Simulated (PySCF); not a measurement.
# NMR shielding calculation of C5H6F2

C5H6F2, computed with GIAO wB97X-D/pcSseg-1 NMR shielding, non-relativistic, gas phase (PySCF 2.14.0).

The geometry comes from this level: PBE0-D3(BJ)/def2-SVP. Figures and captions count atoms from 1; the log counts them from 0 in places.

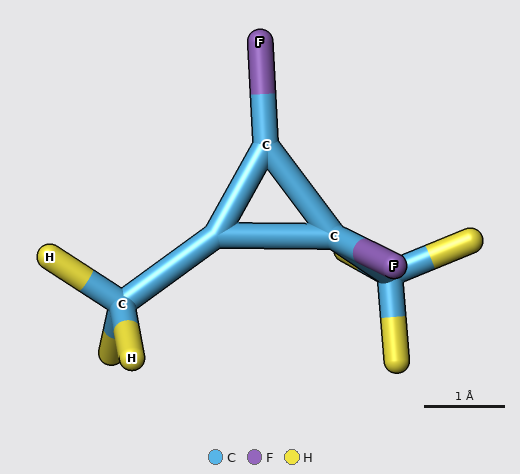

*The structure as given in the input (stick view, seen at a tilt).*

Bond lengths as drawn: C–C 1.30 to 1.51 Å, C–F 1.31 to 1.39 Å and C–H 1.10 Å.

Results in brief

| quantity | value |
| --- | --- |
| outcome | converged |
| total energy | −393.576384 hartree |
| HOMO | −9.60 eV |
| LUMO | 2.37 eV |
| dipole moment | 2.62 D |
| isotropic shielding, C | 30.1 to 177.7 ppm |
| isotropic shielding, F | 312.1 to 326.9 ppm |
| isotropic shielding, H | 29.3 to 30.9 ppm |
| hardware | 1 CPU thread, shared host |
| wall time | 26 s |
| peak memory | 0.8 GiB |

The input
```
{"job": {"kind": "nmr", "xc": "wB97X-D", "basis": "pcSseg-1", "pop": false}, "charge": 0, "multiplicity": 1}
C     -2.018072    -0.124505    -0.026061
C     -0.669479     0.454909    -0.137834
C      0.220663     1.295958    -0.581315
F      0.487902     2.322012    -1.350966
C      0.749376     0.329965     0.356401
C      1.663793    -0.828330     0.061157
F      0.991527     0.759501     1.653816
H     -2.354639    -0.099015     1.021796
H     -2.744237     0.424818    -0.640929
H     -2.016022    -1.179548    -0.342818
H      1.454418    -1.661452     0.749293
H      1.533287    -1.179350    -0.971358
H      2.713698    -0.532971     0.205154
```

The first line tells a small driver script what to run in PySCF; the rest is the geometry in Å.

Launch command:
```bash
OMP_NUM_THREADS=1 python <driver script> task.json out
```

The program's output
```
coarse grid: 11328 points
cycle   1  E = -393.4376793096  dE =  1.304e+00  |g| = 6.703e-01  |ddm| = 3.259e+00
cycle   2  E = -393.4300224182  dE =  7.657e-03  |g| = 7.848e-01  |ddm| = 1.089e+00
cycle   3  E = -393.5188858261  dE = -8.886e-02  |g| = 5.078e-02  |ddm| = 5.576e-01
cycle   4  E = -393.5194258047  dE = -5.400e-04  |g| = 1.977e-02  |ddm| = 6.171e-02
cycle   5  E = -393.5195118869  dE = -8.608e-05  |g| = 9.225e-03  |ddm| = 3.043e-02
cycle   6  E = -393.5195319201  dE = -2.003e-05  |g| = 2.311e-03  |ddm| = 1.165e-02
cycle   7  E = -393.5195334522  dE = -1.532e-06  |g| = 7.249e-04  |ddm| = 3.686e-03
final grid: 111480 points
cycle   8  E = -393.5763730300  dE = -1.925e-04  |g| = 8.040e-03  |ddm| = 4.787e-02
cycle   9  E = -393.5763732248  dE = -1.949e-07  |g| = 8.766e-03  |ddm| = 1.387e-02
cycle  10  E = -393.5763835140  dE = -1.029e-05  |g| = 6.869e-04  |ddm| = 5.564e-03
cycle  11  E = -393.5763836201  dE = -1.061e-07  |g| = 3.738e-04  |ddm| = 1.194e-03
cycle  12  E = -393.5763836531  dE = -3.301e-08  |g| = 9.066e-05  |ddm| = 3.833e-04
cycle  13  E = -393.5763836550  dE = -1.846e-09  |g| = 3.634e-05  |ddm| = 1.470e-04
cycle  14  E = -393.5763836553  dE = -3.854e-10  |g| = 8.985e-06  |ddm| = 6.393e-05
```

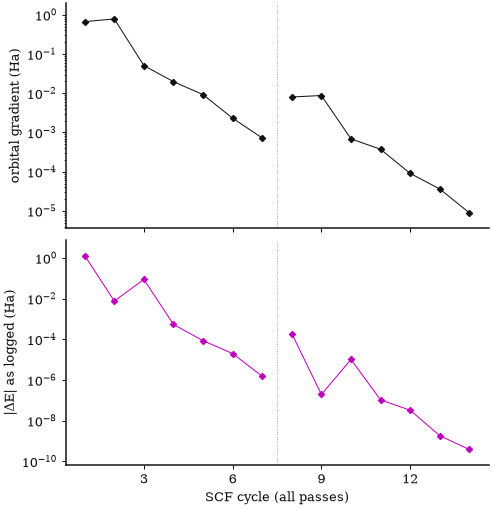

*Convergence of the self-consistent field: orbital gradient and size of the energy change against the SCF cycle. The dotted line marks the change from a coarse to the final integration grid.*

The first 7 cycles use a coarse grid, the final grid takes over at cycle 8, and the field converges after 14 cycles in all.

```
converged SCF energy = -393.5763836553

GIAO shielding tensors (ppm)
atom      isotropic    diamagn.    paramagn.     s11        s22        s33       span
  0 C      177.725     245.776     -68.051    163.969    181.431    187.776     23.807
  1 C       80.252     266.006    -185.754    -11.158     87.459    164.455    175.613
  2 C       30.068     255.703    -225.634    -77.240     70.516     96.929    174.169
  3 F      326.907     471.434    -144.526    192.960    289.285    498.478    305.518
  4 C      105.679     241.469    -135.789     53.803     83.746    179.489    125.685
  5 C      163.265     248.274     -85.008    136.288    166.666    186.843     50.555
  6 F      312.135     476.432    -164.297    236.388    296.508    403.508    167.120
  7 H       29.422      27.929       1.493     24.878     27.463     35.924     11.046
  8 H       29.297      26.973       2.324     24.477     27.786     35.627     11.151
  9 H       29.608      29.017       0.591     25.000     27.952     35.872     10.871
 10 H       29.351      29.515      -0.164     26.024     27.714     34.316      8.292
 11 H       30.853      29.947       0.906     26.854     28.988     36.717      9.863
 12 H       29.313      27.997       1.316     25.862     27.212     34.864      9.002
```

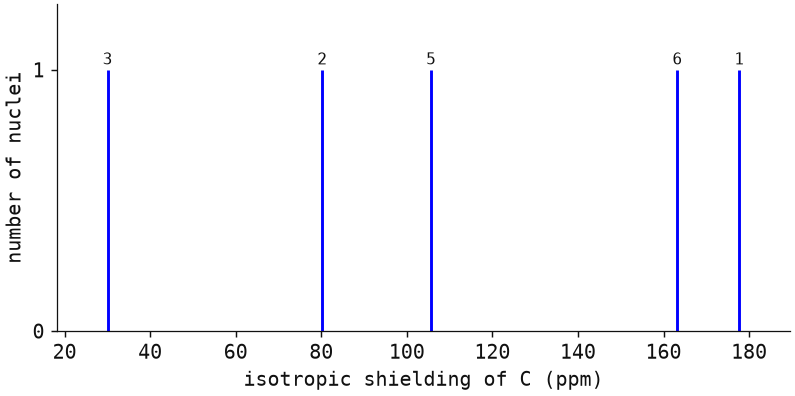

*Isotropic shieldings of the carbon nuclei in this fixed geometry, labelled by atom number; shielding grows to the right, so chemical shift grows to the left.*

The least shielded is C3 (30.1 ppm), the most shielded C1 (177.7 ppm).
